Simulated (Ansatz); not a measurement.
Input file:

```
crystal:
  periodic: [false, false, false]
  atoms:
    - { symbol: B, position_ang: [0.016298, -0.378347, -0.384211] }
    - { symbol: Cl, position_ang: [0.011455, -0.018122, 2.649492] }
    - { symbol: H, position_ang: [1.063356, 0.175459, -0.619308] }
    - { symbol: H, position_ang: [-1.051052, 0.138235, -0.610223] }
    - { symbol: H, position_ang: [0.039063, -1.514587, 0.006277] }
    - { symbol: H, position_ang: [0.038681, -1.073237, 1.814273] }
basis:
  gaussian: { orbitals: def2-SVP }
hamiltonian:
  xc: blyp
  dispersion: d4
relax:
  f_tol: 0.03
  max_steps: 50
output:
  orbitals: {}
```

Launched as:

```sh
ansatz run input.yaml --threads 1 --pin off --max-ram 2048MiB --backend cpu --events-out ev --progress --plain --runs-dir out
```

The fields are those of the run's last geometry, not of the input's.

Level of theory: RKS BLYP-D4/def2-SVP (Ansatz 0.2.0).

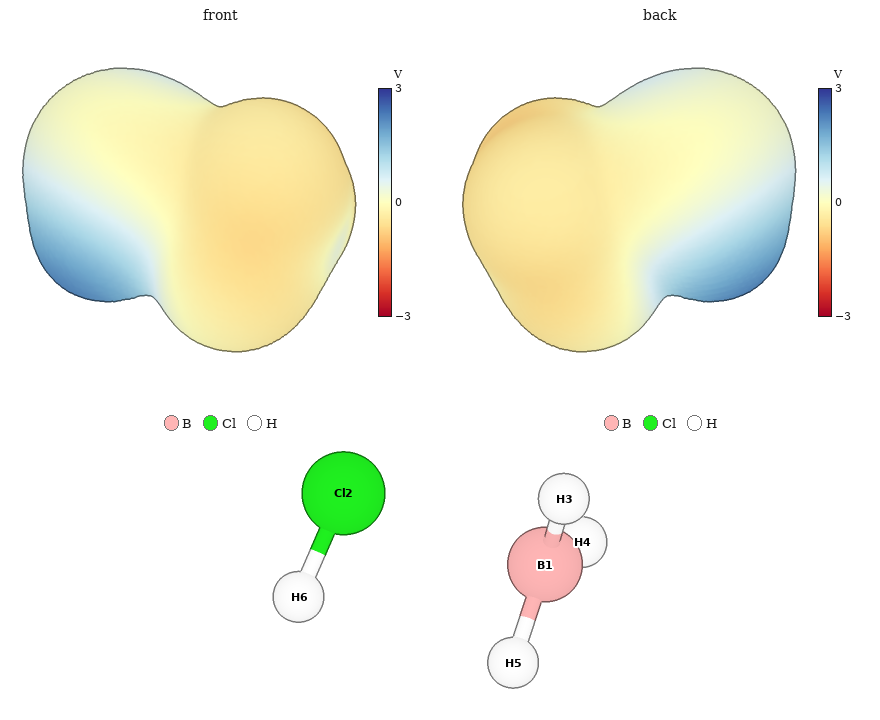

BH$_{3}$···HCl. The molecular electrostatic potential painted on the density surface at 0.001 e/bohr³, seen from the front and from behind; the colour scale runs from red (negative) to blue (positive). The bare structure is drawn below in the same view.

Which sites attract a positive test charge, and which a negative one?

A positive charge is drawn to the negative regions and a negative charge to the positive ones. The most negative region (about −0.7 V) lies over H3, the most positive (about +2.2 V) over H6. Cl2 shows a σ-hole: about +0.6 V at the tip opposite its bond, against about 0.0 V on its flanks.
